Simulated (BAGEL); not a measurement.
**AlHSBrCl (SMILES [SH][Al]([Cl])[Br]) at HF/STO-3G (density fitting with qzvpp-jkfit)**

What is the energy change on altering one bond length of AlHSBrCl at HF/STO-3G (density fitting with qzvpp-jkfit)? 

The calculation is run with BAGEL 1.2.2.

2 further runs of the same task are left out: 2 for a known fault of the program. Runs told in other sessions of the task aren't counted.

**1. The structure to begin with**

AlHSBrCl has 5 atoms, charge 0, and is taken as a singlet. As SMILES, `[SH][Al]([Cl])[Br]`. Geometry: relaxed at PBE0-D4/def2-TZVP. This is one conformer, not always the lowest.

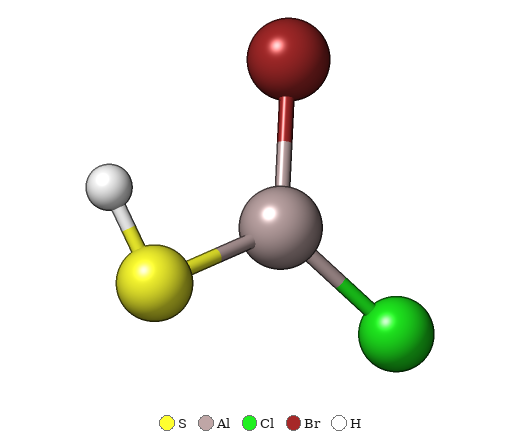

Viewed from a chosen angle; sulfur yellow, aluminium light grey, chlorine green, bromine red, hydrogen white.

**2. A single-point energy at HF/STO-3G (density fitting with qzvpp-jkfit)**

input.json reads:

```json
{ "bagel": [

{
  "title": "molecule",
  "basis": "sto-3g",
  "df_basis": "qzvpp-jkfit",
  "angstrom": true,
  "geometry": [
    { "atom": "S", "xyz": [       0.103200,       1.673200,       0.404500 ] },
    { "atom": "Al", "xyz": [       0.228300,      -0.466900,       0.150900 ] },
    { "atom": "Cl", "xyz": [       1.513900,      -1.539900,       1.380300 ] },
    { "atom": "Br", "xyz": [      -0.990800,      -1.529400,      -1.395800 ] },
    { "atom": "H", "xyz": [      -0.804800,       1.789300,      -0.581400 ] }
  ]
},

{
  "title": "hf"
},

{
  "title": "print",
  "file": "orbitals.molden",
  "orbitals": true
}

]}
```

Run with:

```console
$ BAGEL_NUM_THREADS=1 BAGEL input.json > input.out
```

The program printed:

```text
* using 1 threads per process

  ===============================================================
  ===============================================================

  *** Geometry ***

  { "atom" : "S", "xyz" : [      0.195020,      3.161890,      0.764394 ] },
  { "atom" : "Al", "xyz" : [      0.431424,     -0.882313,      0.285160 ] },
  { "atom" : "Cl", "xyz" : [      2.860856,     -2.909989,      2.608389 ] },
  { "atom" : "Br", "xyz" : [     -1.872341,     -2.890147,     -2.637680 ] },
  { "atom" : "H", "xyz" : [     -1.520852,      3.381287,     -1.098687 ] },

  Number of auxiliary basis functions:      668

  Since a DF basis is specified, we compute 2- and 3-index integrals:
    o Being stored without compression. Storage requirement is 0.011 GB

  Number of basis functions:       46
  Number of electrons      :       82

    * METHOD: MOLECULE                             0.31

  *** RHF ***

  === Nuclear Repulsion ===
   432.2763337786

      * DIIS with orbital gradients will be used.

  === RHF iteration (sto-3g) ===
      0      -3632.13654524          0.00962741           0.08
      1      -3632.22897175          0.00225404           0.07
      2      -3632.23354320          0.00034054           0.07
      3      -3632.23371838          0.00004421           0.07
      4      -3632.23372221          0.00000815           0.07
      5      -3632.23372235          0.00000214           0.07
      6      -3632.23372236          0.00000035           0.07
      7      -3632.23372236          0.00000007           0.07
      8      -3632.23372236          0.00000002           0.07
      9      -3632.23372236          0.00000000           0.07
    * SCF iteration converged.

    * Permanent dipole moment:
           (    0.388317,    -0.691573,     0.304331) a.u.

    * METHOD: HF                                   0.92

    * METHOD: PRINT                                0.00

  ===============================================================
```

Wall time 1.4 s (1 thread of Arm Neoverse V2, shared host).

**3. The distorted shape, same level**

input.json reads:

```json
{ "bagel": [

{
  "title": "molecule",
  "basis": "sto-3g",
  "df_basis": "qzvpp-jkfit",
  "angstrom": true,
  "geometry": [
    { "atom": "S", "xyz": [    0.557192,    1.615151,    0.897442 ] },
    { "atom": "Al", "xyz": [    0.682292,   -0.524949,    0.643842 ] },
    { "atom": "Cl", "xyz": [    1.967892,   -1.597949,    1.873242 ] },
    { "atom": "Br", "xyz": [   -0.536808,   -1.587449,   -0.902858 ] },
    { "atom": "H", "xyz": [   -0.804800,    1.789300,   -0.581400 ] }
  ]
},
{ "title": "hf", "charge": 0 },
{ "title": "print", "file": "orbitals.molden", "orbitals": true }

]}
```

Run with:

```console
$ BAGEL_NUM_THREADS=1 BAGEL input.json > input.out
```

The program printed:

```text
* using 1 threads per process

  ===============================================================
  ===============================================================

  *** Geometry ***

  { "atom" : "S", "xyz" : [      1.052940,      3.052193,      1.695920 ] },
  { "atom" : "Al", "xyz" : [      1.289345,     -0.992010,      1.216685 ] },
  { "atom" : "Cl", "xyz" : [      3.718777,     -3.019686,      3.539914 ] },
  { "atom" : "Br", "xyz" : [     -1.014420,     -2.999844,     -1.706154 ] },
  { "atom" : "H", "xyz" : [     -1.520852,      3.381287,     -1.098687 ] },

  Number of auxiliary basis functions:      668

  Since a DF basis is specified, we compute 2- and 3-index integrals:
    o Being stored without compression. Storage requirement is 0.011 GB

  Number of basis functions:       46
  Number of electrons      :       82

    * METHOD: MOLECULE                             0.31

  *** RHF ***

  === Nuclear Repulsion ===
   429.6315937960

      * DIIS with orbital gradients will be used.

  === RHF iteration (sto-3g) ===
      0      -3631.98913112          0.00997509           0.08
      1      -3632.08174090          0.00327055           0.08
      2      -3632.09117846          0.00058451           0.08
      3      -3632.09156717          0.00013621           0.08
      4      -3632.09159993          0.00002850           0.07
      5      -3632.09160175          0.00000995           0.07
      6      -3632.09160200          0.00000241           0.07
      7      -3632.09160202          0.00000058           0.07
      8      -3632.09160202          0.00000018           0.07
      9      -3632.09160202          0.00000006           0.07
     10      -3632.09160202          0.00000002           0.07
     11      -3632.09160202          0.00000000           0.07
    * SCF iteration converged.

    * Permanent dipole moment:
           (    0.249969,    -0.682426,     0.152547) a.u.

    * METHOD: HF                                   1.06

    * METHOD: PRINT                                0.00

  ===============================================================
```

Run time: 1.5 s. Hardware: 1 thread of Arm Neoverse V2, shared host.

**4. What came out**

At HF/STO-3G (density fitting with qzvpp-jkfit):

| quantity | value |
| --- | --- |
| first shape: total energy | -3632.23372 Eh |
| first shape: dipole moment | 2.16 D |
| first shape: HOMO energy | -8.04 eV |
| first shape: LUMO energy | 6.91 eV |
| first shape: HOMO–LUMO gap | 14.95 eV |
| distorted shape: total energy | -3632.09160 Eh |
| distorted shape: dipole moment | 1.89 D |
| distorted shape: HOMO energy | -7.99 eV |
| distorted shape: LUMO energy | 4.60 eV |
| distorted shape: HOMO–LUMO gap | 12.59 eV |
| energy change with the S1–H5 bond stretched from 1.345 to 2.018 Å | 3.867 eV |

With the S1–H5 bond stretched from 1.345 to 2.018 Å the energy rises by 3.87 eV (89 kcal/mol). The first shape isn't relaxed at this level, so the change isn't measured from a minimum. The minimal basis adds a large error of its own.
